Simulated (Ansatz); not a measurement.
Input file:

```
crystal:
  periodic: [false, false, false]
  atoms:
    - {symbol: C, position_ang: [-0.029902, -2.280371, 0.568276]}
    - {symbol: C, position_ang: [-0.317948, -1.038000, 0.949351]}
    - {symbol: Si, position_ang: [0.010378, 0.481976, -0.082431]}
    - {symbol: N, position_ang: [0.159507, -0.083154, -1.699150]}
    - {symbol: N, position_ang: [1.459583, 1.369369, 0.155139]}
    - {symbol: N, position_ang: [-1.218745, 1.583893, 0.398046]}
    - {symbol: H, position_ang: [0.414557, -2.484877, -0.402178]}
    - {symbol: H, position_ang: [-0.213639, -3.143203, 1.203649]}
    - {symbol: H, position_ang: [-0.748159, -0.904338, 1.942359]}
    - {symbol: H, position_ang: [0.479721, 0.550419, -2.413809]}
    - {symbol: H, position_ang: [-0.506036, -0.741625, -2.069266]}
    - {symbol: H, position_ang: [2.339877, 0.964332, -0.118355]}
    - {symbol: H, position_ang: [1.555026, 1.933266, 0.983548]}
    - {symbol: H, position_ang: [-1.269769, 2.500493, -0.017011]}
    - {symbol: H, position_ang: [-2.136252, 1.241019, 0.631333]}
basis:
  gaussian: {orbitals: def2-TZVPP}
hamiltonian: {xc: pbe0, dispersion: d4}
output: {orbitals: {seedname: orbitals}}
```

Launched as:

```sh
ansatz run in.yaml --threads 4 --pin off --events-out ev --progress --plain --max-ram 11315MiB
```

Geometry: PBE0-D4/def2-TZVP.

The calculation used RKS PBE0-D4/def2-TZVPP (Ansatz 0.2.0).

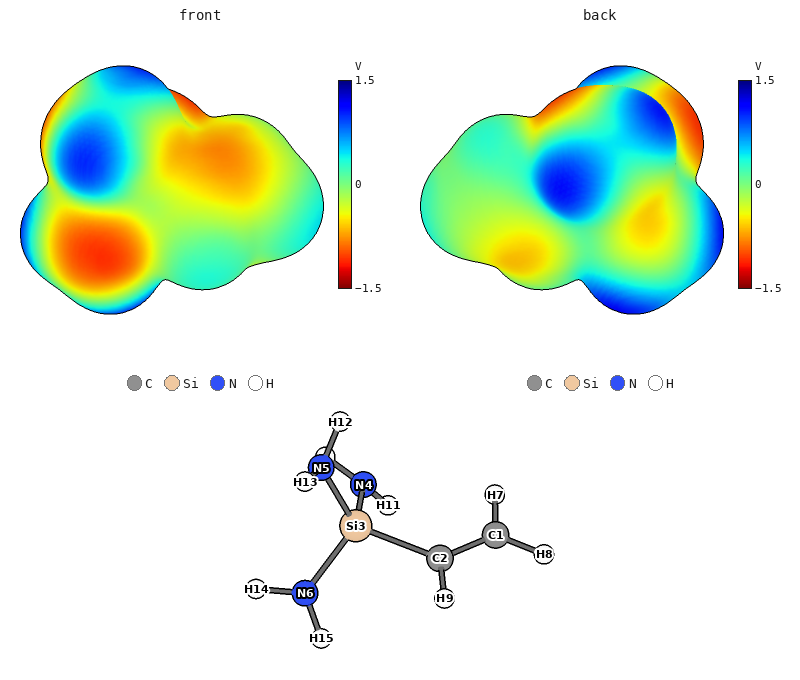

C2H9N3Si. The electrostatic potential painted on the density surface at 0.001 e/bohr³, seen from the front and from behind; red is negative and blue positive. The bare structure is drawn below in the same view.

Question: Where is the surface potential most negative and most positive?

Answer: The most negative region (about −1.1 V) lies over N4, N5 and N6, the most positive (about +1.1 V) over H10, H11, H14 and H15.
